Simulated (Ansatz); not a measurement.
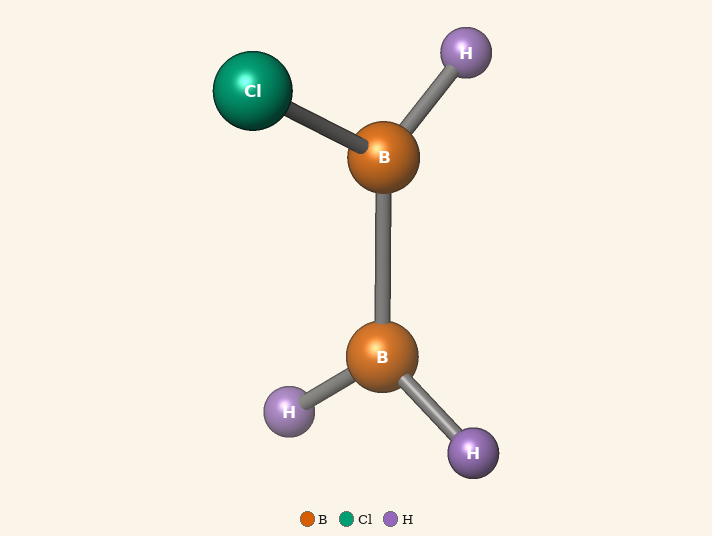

Atoms fade into the background with distance from the viewer. The computed structure is the end point of a PBE0-D4/def2-TZVP optimisation. No frequency run is at hand to confirm it as a minimum.

> List the symmetry elements and name the point group.

It has 1 mirror plane, so the point group is Cs. The group has 2 operations. The geometry is achiral, and symmetry allows a dipole moment.
